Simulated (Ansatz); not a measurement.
# CH4FSi (SMILES [CH2][SiH2]F): the energy, rung by rung

CH4FSi has 7 atoms, charge 0, and is taken as a doublet. As SMILES, `[CH2][SiH2]F`. The shape was relaxed beforehand at B3LYP/def2-SVP. This is one conformer, not always the lowest.

Quantity: the adiabatic electron affinity (to the singlet anion, shapes relaxed at B3LYP/def2-SVP, no zero-point term), in eV. The values are calculated.

The electron affinity is E(neutral) − E(anion): positive where the electron is bound.

```tsv
level	kind	program	value (eV)	less CCSD(T)/def2-TZVP	CPU time (all runs)
UBLYP/def2-TZVP	GGA	Ansatz	1.33	+0.07	5.4 s
UPBE/def2-TZVP	GGA	Ansatz	1.44	+0.18	5.4 s
U-r2SCAN/def2-TZVP	meta-GGA	Ansatz	1.22	-0.04	11 s
UPBE0-D4/def2-TZVP	global hybrid	Ansatz	1.32	+0.06	6.4 s
U-wB97M-V/def2-TZVP	range-separated hybrid	Ansatz	1.41	+0.15	23 s
RPA@PBE/def2-TZVP	RPA	Ansatz	1.49	+0.23	9.3 s
UMP2/def2-TZVP	perturbation theory	Ansatz	1.34	+0.08	3.6 s
UCCSD(T)/def2-TZVP	coupled cluster or CI	Ansatz	1.26	0.00	68 s
```

Differences are taken from UCCSD(T)/def2-TZVP for orientation; it has basis-set and higher-order errors of its own. The values span 1.22 to 1.49 eV. CPU times are rough (shared hosts, several kinds of processor and program).

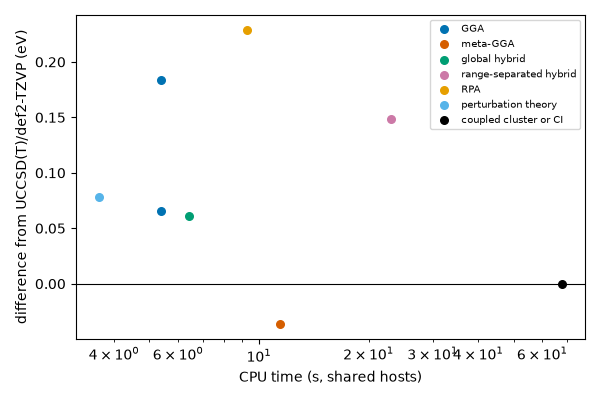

Difference from UCCSD(T)/def2-TZVP against processor time, one point a level.
